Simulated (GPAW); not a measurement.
# MnSi15 (Si32 Mn2 d2p35): which magnetic order is lowest, part 2 of 2

A self-consistent run ends on one state, which hangs on the start. Several orders of MnSi15 (Si32 Mn2 d2p35) are started in GPAW and their energies compared.

GPAW 26.7.0; PBE; plane waves with GPAW's PAW setups, scalar-relativistic.

So far. Step 2 (Run 1 (ferro ++)): After 41 cycles the largest moment stands at 2.68 μB.

**3. Start 2: antiferro +-**

An opposed order shows whether the pairs that it reverses prefer unlike signs.

File order2.py:

```python
import json
import numpy as np
from ase import Atoms
from ase.parallel import paropen, parprint
from gpaw import GPAW

atoms = Atoms(['Mn', 'Mn', 'Si', 'Si', 'Si', 'Si', 'Si', 'Si', 'Si', 'Si', 'Si', 'Si', 'Si', 'Si', 'Si', 'Si', 'Si', 'Si', 'Si', 'Si', 'Si', 'Si', 'Si', 'Si', 'Si', 'Si', 'Si', 'Si', 'Si', 'Si', 'Si', 'Si'],
    cell=[[10.862, 0.0, 0.0],
         [0.0, 10.862, 0.0],
         [0.0, 0.0, 5.431]],
    scaled_positions=[[0.0, 0.0, 0.0],
         [0.125, 0.125, 0.25],
         [0.0, 0.25, 0.5],
         [0.125, 0.375, 0.75],
         [0.25, 0.0, 0.5],
         [0.375, 0.125, 0.75],
         [0.25, 0.25, 0.0],
         [0.375, 0.375, 0.25],
         [0.0, 0.5, 0.0],
         [0.125, 0.625, 0.25],
         [0.0, 0.75, 0.5],
         [0.125, 0.875, 0.75],
         [0.25, 0.5, 0.5],
         [0.375, 0.625, 0.75],
         [0.25, 0.75, 0.0],
         [0.375, 0.875, 0.25],
         [0.5, 0.0, 0.0],
         [0.625, 0.125, 0.25],
         [0.5, 0.25, 0.5],
         [0.625, 0.375, 0.75],
         [0.75, 0.0, 0.5],
         [0.875, 0.125, 0.75],
         [0.75, 0.25, 0.0],
         [0.875, 0.375, 0.25],
         [0.5, 0.5, 0.0],
         [0.625, 0.625, 0.25],
         [0.5, 0.75, 0.5],
         [0.625, 0.875, 0.75],
         [0.75, 0.5, 0.5],
         [0.875, 0.625, 0.75],
         [0.75, 0.75, 0.0],
         [0.875, 0.875, 0.25]],
    pbc=True,
    magmoms=[4.5, -4.5, 0.0, 0.0, 0.0, 0.0, 0.0, 0.0, 0.0, 0.0, 0.0, 0.0, 0.0, 0.0, 0.0, 0.0, 0.0, 0.0, 0.0, 0.0, 0.0, 0.0, 0.0, 0.0, 0.0, 0.0, 0.0, 0.0, 0.0, 0.0, 0.0, 0.0])
atoms.calc = GPAW(mode={'name': 'pw', 'ecut': 450},
    xc='PBE',
    kpts={'size': (3, 3, 5), 'gamma': True},
    occupations={'name': 'fermi-dirac', 'width': 0.05},
    convergence={'density': 1e-05, 'energy': 1e-05},
    maxiter=200,
    mixer={'name': 'pulay', 'beta': 0.05, 'nmaxold': 6, 'weight': 50},
    symmetry={'tolerance': 1e-4},
    txt='order2.txt')
e = atoms.get_potential_energy(force_consistent=True)
res = {'free_energy': e, 'energy_sigma0': atoms.get_potential_energy(), 'fermi_energy': atoms.calc.get_fermi_level()}
res['moments'] = atoms.get_magnetic_moments().tolist()
res['total'] = atoms.get_magnetic_moment()
parprint('site moments (muB):', np.round(res['moments'], 3))
parprint(f"total moment: {res['total']:.3f} muB")
parprint(f'free energy: {e:.6f} eV')
atoms.calc.write('order2.gpw')
with paropen('results.json', 'w') as f:
    json.dump(res, f)
```

Run with:

```
OMP_NUM_THREADS=1 mpirun -n 4 gpaw python order2.py > order2.log
```

Numbers of over 12 decimals in the logs are rounded to 6 here.

The program printed:

```text
site moments (muB): [ 2.779e+00 -2.779e+00  4.800e-02 -4.000e-03  4.800e-02 -4.000e-03
  4.600e-02 -3.000e-03  2.000e-03 -2.000e-03  4.000e-03 -4.800e-02
 -0.000e+00 -2.000e-03  4.000e-03 -4.000e-03  2.000e-03 -2.000e-03
 -0.000e+00 -2.000e-03  4.000e-03 -4.800e-02  4.000e-03 -4.000e-03
  2.000e-03 -2.000e-03  2.000e-03  0.000e+00  2.000e-03  0.000e+00
  3.000e-03 -4.600e-02]
total moment: -0.000 muB
free energy: -177.297056 eV

--- order2.txt ---
Input parameters:
  mode=PW(ecut=450),
  convergence={'density': 1e-05, 'energy': 1e-05},
  kpts=MonkhorstPack(size=(3, 3, 5), gamma=True),
  maxiter=200,
  mixer=Pulay(name='pulay', nmaxold=6, beta=0.05, weight=50, sigma=0.015, g_ss=None),
  occupations=Occupations(name='fermi-dirac', width=0.05),
  symmetry=Symmetry(tolerance=0.0001),
  xc=XC(name='PBE')

Diagonalizing LCAO Hamiltonian
Converting LCAO to pw mode
        .--------------------------.
       /|                          |
      / |                          |
     /  |  Si           Si         |
    /   |      Si            Si    |
   /  Si|           Si             |
  /    Si        Si  Si        Si  |
 *      .--Si------------Si--------.
 |     / Si Si        Si Si       /
 | Si /      Si Si         Si    /
 |   Si Si    Si  Si Si    Si   /
 |  /Mn            Si          /
 | /     Si            Si     /
 |/                          /
 Mn------------Si-----------*

Atoms  # Å, Bohr magnetons
|    | symbol |        x |        y |        z |    initial magnetic moments |
|----|--------|----------|----------|----------|-----------------------------|
|  0 |     Mn | 0.000000 | 0.000000 | 0.000000 | ( 0.0000,  0.0000,  4.5000) |
|  1 |     Mn | 1.357750 | 1.357750 | 1.357750 | ( 0.0000,  0.0000, -4.5000) |
|  2 |     Si | 0.000000 | 2.715500 | 2.715500 | ( 0.0000,  0.0000,  0.0000) |
|  3 |     Si | 1.357750 | 4.073250 | 4.073250 | ( 0.0000,  0.0000,  0.0000) |
|  4 |     Si | 2.715500 | 0.000000 | 2.715500 | ( 0.0000,  0.0000,  0.0000) |
|  5 |     Si | 4.073250 | 1.357750 | 4.073250 | ( 0.0000,  0.0000,  0.0000) |
|  6 |     Si | 2.715500 | 2.715500 | 0.000000 | ( 0.0000,  0.0000,  0.0000) |
|  7 |     Si | 4.073250 | 4.073250 | 1.357750 | ( 0.0000,  0.0000,  0.0000) |
|  8 |     Si | 0.000000 | 5.431000 | 0.000000 | ( 0.0000,  0.0000,  0.0000) |
|  9 |     Si | 1.357750 | 6.788750 | 1.357750 | ( 0.0000,  0.0000,  0.0000) |
| 10 |     Si | 0.000000 | 8.146500 | 2.715500 | ( 0.0000,  0.0000,  0.0000) |
| 11 |     Si | 1.357750 | 9.504250 | 4.073250 | ( 0.0000,  0.0000,  0.0000) |
| 12 |     Si | 2.715500 | 5.431000 | 2.715500 | ( 0.0000,  0.0000,  0.0000) |
| 13 |     Si | 4.073250 | 6.788750 | 4.073250 | ( 0.0000,  0.0000,  0.0000) |
[...]
| 24 |     Si | 5.431000 | 5.431000 | 0.000000 | ( 0.0000,  0.0000,  0.0000) |
| 25 |     Si | 6.788750 | 6.788750 | 1.357750 | ( 0.0000,  0.0000,  0.0000) |
| 26 |     Si | 5.431000 | 8.146500 | 2.715500 | ( 0.0000,  0.0000,  0.0000) |
| 27 |     Si | 6.788750 | 9.504250 | 4.073250 | ( 0.0000,  0.0000,  0.0000) |
| 28 |     Si | 8.146500 | 5.431000 | 2.715500 | ( 0.0000,  0.0000,  0.0000) |
| 29 |     Si | 9.504250 | 6.788750 | 4.073250 | ( 0.0000,  0.0000,  0.0000) |
| 30 |     Si | 8.146500 | 8.146500 | 0.000000 | ( 0.0000,  0.0000,  0.0000) |
| 31 |     Si | 9.504250 | 9.504250 | 1.357750 | ( 0.0000,  0.0000,  0.0000) |

Unit cell  # Å
| periodic |         x |         y |        z |   lengths |    angles |
|----------|-----------|-----------|----------|-----------|-----------|
|      yes | 10.862000 |  0.000000 | 0.000000 | 10.862000 | 90.000000 |
|      yes |  0.000000 | 10.862000 | 0.000000 | 10.862000 | 90.000000 |
|      yes |  0.000000 |  0.000000 | 5.431000 |  5.431000 | 90.000000 |

Number of symmetries: 2

BZ-sampling:
  Number of BZ points: 45
  Number of IBZ points: 16

  Monkhorst-Pack size: [3, 3, 5]
  Monkhorst-Pack shift: [0, 0, 0]

Plane wave coefficients: 13930
Cutoff: 450.000000 eV

Spin-components: 2 (collinear spins)
Bands:           94
Projectors:      162
Spin-degeneracy: 1
Datatype:        complex128

Parallelization:
  kpt:    4
  domain: 1
  band:   1

Density:
  Valence electrons: 150.0
  Components: 2
  Grid points: [54 54 27]
  Charge: 0.0  # |e|

Potential:
  Grid points: [54 54 27]

[... setups left out ...]
Reference energy: -299618.503652  # eV

eigensolver:
  PPCG
  Converge bands: occupied
  niter=2

density mixing:
  Pulay-Mixer
  Linear mixing parameters: 0.05
  Old densities: 6
  Fourier metric: weight=50, sigma=0.015

occupation numbers:
  Fermi-Dirac:
    width: 0.0500  # eV

poisson solver:
  ecut: 3600.000000  # eV

xc functional:
  name: PBE with 2 nearest neighbor stencil

convergence criteria:
- Maximum integral of absolute [dens]ity change: 1e-05 electrons / valence electron
- Maximum [total energy] change in last 3 cyles: 1e-05 eV / valence electron
- Maximum integral of absolute [eigenst]ate change: 4e-08 eV^2 / valence electron
maximum number of iterations: 200

SCF iterations
|iter     |      energy | eigst |  dens |  magmom |
|---------|-------------|-------|-------|---------|
|iter:   1|       0s | -177.780251 | +0.29 |       |  -0.0000|
|iter:   2|      26s | -177.802119 | -1.02 | -0.83 |  -0.0000|
|iter:   3|      51s | -177.591725 | -2.12 | -0.87 |  -0.0000|
|iter:   4|      76s | -177.293174 | -1.08 | -0.90 |  -0.0000|
|iter:   5|     100s | -177.130555 | -2.26 | -1.59 |  -0.0000|
|iter:   6|     125s | -177.197113 | -2.68 | -1.58 |  -0.0000|
|iter:   7|     150s | -177.194531 | -2.60 | -1.71 |  -0.0000|
|iter:   8|     174s | -177.246306 | -2.77 | -1.85 |  -0.0000|
|iter:   9|     199s | -177.241581 | -3.21 | -2.01 |  -0.0000|
|iter:  10|     223s | -177.254894 | -3.66 | -2.25 |  -0.0000|
[... 16 iterations left out ...]
|iter:  27|     624s | -177.262216c| -7.57c| -4.33 |  -0.0000|
|iter:  28|     636s | -177.262215c| -7.68c| -4.54 |  -0.0000|
|iter:  29|     648s | -177.262215c| -7.63c| -4.60 |  -0.0000|
|iter:  30|     661s | -177.262215c| -7.98c| -4.80 |  -0.0000|
|iter:  31|     674s | -177.262215c| -8.25c| -4.90 |  -0.0000|
|iter:  32|     686s | -177.262215c| -8.72c| -4.93 |  -0.0000|
|iter:  33|     698s | -177.262215c| -8.83c| -4.96 |  -0.0000|
|iter:  34|     710s | -177.262215c| -9.28c| -4.98 |  -0.0000|
|iter:  35|     722s | -177.262215c| -9.28c| -5.00 |  -0.0000|
|iter:  36|     734s | -177.262214c| -8.49c| -5.02c|  -0.0000|

Converged in 36 steps
Energy contributions relative to reference atoms: (reference = -299618.503652)

Energy contributions:
  Kinetic:         236.602160
  Coulomb:        -207.368343
  Zero:              0.017176
  External:          0.000000
  Xc:             -206.478364
  Entropy:          -0.069684
  Spinorbit:         0.000000
  ----------------------------
  Free energy:    -177.297056
  Extrapolated:   -177.262214

dipole moment: (-95.396137, -95.396137, -94.906330)  # |e|*Ang

Total magnetic moment: (0.000000, 0.000000, -0.000001)

Local magnetic moments
|        x |        y |         z |
|----------|----------|-----------|
| 0.000000 | 0.000000 |  2.778508 |  # Mn   0
| 0.000000 | 0.000000 | -2.778509 |  # Mn   1
| 0.000000 | 0.000000 |  0.048231 |  # Si   2
| 0.000000 | 0.000000 | -0.004470 |  # Si   3
| 0.000000 | 0.000000 |  0.048231 |  # Si   4
| 0.000000 | 0.000000 | -0.004470 |  # Si   5
| 0.000000 | 0.000000 |  0.046178 |  # Si   6
| 0.000000 | 0.000000 | -0.002974 |  # Si   7
| 0.000000 | 0.000000 |  0.001792 |  # Si   8
| 0.000000 | 0.000000 | -0.001792 |  # Si   9
| 0.000000 | 0.000000 |  0.004470 |  # Si  10
| 0.000000 | 0.000000 | -0.048231 |  # Si  11
[...]
| 0.000000 | 0.000000 |  0.001974 |  # Si  24
| 0.000000 | 0.000000 | -0.001974 |  # Si  25
| 0.000000 | 0.000000 |  0.001623 |  # Si  26
| 0.000000 | 0.000000 |  0.000245 |  # Si  27
| 0.000000 | 0.000000 |  0.001623 |  # Si  28
| 0.000000 | 0.000000 |  0.000245 |  # Si  29
| 0.000000 | 0.000000 |  0.002974 |  # Si  30
| 0.000000 | 0.000000 | -0.046178 |  # Si  31

Fermi level: 5.172
Eigenvalues  # (at kpt = [0.000, 0.000, 0.000])
| band index |      eig [eV] | occ [0-1] |      eig [eV] | occ [0-1] |
|------------|---------------|-----------|---------------|-----------|
|          0 |       -75.347 |     1.000 |       -75.347 |     1.000 |
|        ... |               |           |               |           |
|         66 |         3.620 |     1.000 |         3.620 |     1.000 |
|         67 |         3.645 |     1.000 |         3.645 |     1.000 |
|         68 |         3.971 |     1.000 |         3.971 |     1.000 |
|         69 |         3.984 |     1.000 |         3.984 |     1.000 |
|         70 |         4.055 |     1.000 |         4.055 |     1.000 |
|         71 |         4.553 |     1.000 |         4.553 |     1.000 |
|         72 |         4.622 |     1.000 |         4.622 |     1.000 |
|         73 |         4.884 |     0.997 |         4.884 |     0.997 |
|         74 |         5.312 |     0.058 |         5.312 |     0.058 |
|         75 |         5.348 |     0.029 |         5.348 |     0.029 |
|         76 |         5.524 |     0.001 |         5.524 |     0.001 |
|         77 |         5.699 |     0.000 |         5.699 |     0.000 |
|         78 |         5.760 |     0.000 |         5.760 |     0.000 |
|         79 |         6.127 |     0.000 |         6.127 |     0.000 |
|         80 |         6.139 |     0.000 |         6.139 |     0.000 |
|         81 |         6.186 |     0.000 |         6.186 |     0.000 |
|        ... |               |           |               |           |
|         93 |         8.102 |     0.000 |         8.102 |     0.000 |

No gap
No difference between direct/indirect transitions
```

The job ended after 13 min (4 MPI ranks of Arm Neoverse V2, shared host; peak memory 2.4 GiB).

Spin moment in the augmentation sphere by element, in μB:

| element | atoms | mean | spread (r.m.s.) | least | largest |
| --- | --- | --- | --- | --- | --- |
| Mn | 2 | 0.00 | 2.78 | -2.78 | 2.78 |
| Si | 30 | 0.00 | 0.02 | -0.05 | 0.05 |

The atoms farthest from the mean of their element:

| atom | x, y, z (Å) | spin moment in the augmentation sphere (μB) |
| --- | --- | --- |
| Mn1 | 0.00, 0.00, 0.00 | 2.78 |
| Mn2 | 1.36, 1.36, 1.36 | -2.78 |
| Si3 | 0.00, 2.72, 2.72 | 0.05 |
| Si5 | 2.72, 0.00, 2.72 | 0.05 |
| Si12 | 1.36, 9.50, 4.07 | -0.05 |
| Si22 | 9.50, 1.36, 4.07 | -0.05 |
| Si32 | 9.50, 9.50, 1.36 | -0.05 |
| Si7 | 2.72, 2.72, 0.00 | 0.05 |

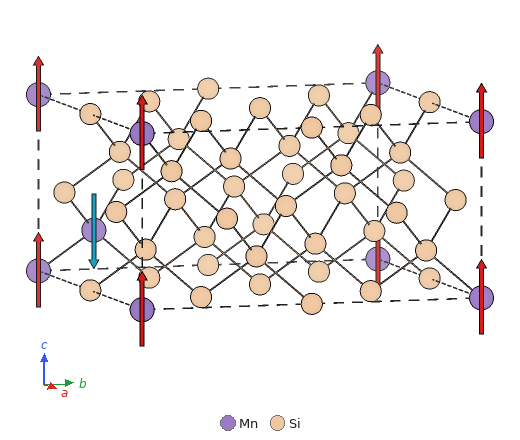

Spin moment in the augmentation sphere as arrows, the longest 2.78 μB. Up and down stand for the sign. Arrows give size and sign along the axis of quantisation, drawn up and down the page. The two directions have two colours. Bonds to atoms that aren't drawn are left out. Some periodic images of atoms are drawn too.

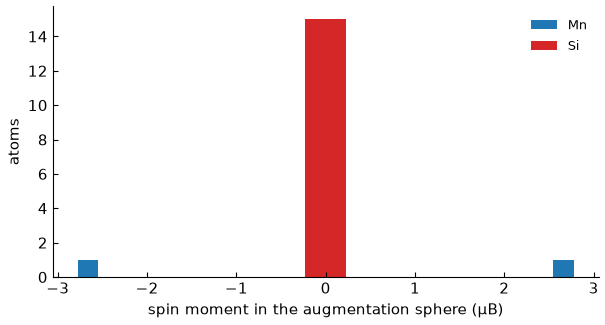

Spin moment in the augmentation sphere as a stacked histogram.

Numbers from this step:

```
magnetization : 0 μB
final state   : antiferromagnetic
```

It lies 286 meV a seeded atom under the first start, and its largest moment is 2.78 μB against 2.68 μB.

**4. Ranking**

These are free energies at a smearing of 0.05 eV, so its entropy term is in the differences. They are divided by the number of seeded atoms, so that cells of unlike size compare.

Orders:

| start | final state | typed order kept | energy over the lowest (meV a seeded atom) | largest site moment (μB) | net moment (μB a primitive cell) | mesh matched | CPU time (s) |
| --- | --- | --- | --- | --- | --- | --- | --- |
| ferro ++ | ferromagnetic | yes | 286.3 | 2.677 | 5.845 | yes | 3877 |
| antiferro +- | antiferromagnetic | yes | 0 | 2.779 | 0 | yes | 3086 |

**5. Results**

| Item | Value |
| --- | --- |
| lowest state found | antiferromagnetic (typed antiferro +-) |
| largest site moment | 2.78 μB |
| next state | ferromagnetic, 286 meV a seeded atom higher |

**Reading.** The lowest state found is antiferromagnetic, reached from the start antiferro +-, with moments up to 2.78 μB. The next state costs 286 meV a seeded atom. Only 2 starts are shown; other collinear patterns, canted and longer-period orders are not.

[Logs and program files are shortened in this print: banners, set-up blocks, solver, clock and traceback lines can be left out without a mark of their own.]

[Logs are printed without paths, hosts, clocks, repeated set-up lines and the standing remarks that a program may print on its own settings, such as how far it seeks lower states.]

[Hosts, paths, dates, database ids (printed as entryN), source tags and the programs' standing remarks are cut or masked in the printed files.]

[Where a cell is said to come from a database of computed structures, the database is the Materials Project.]
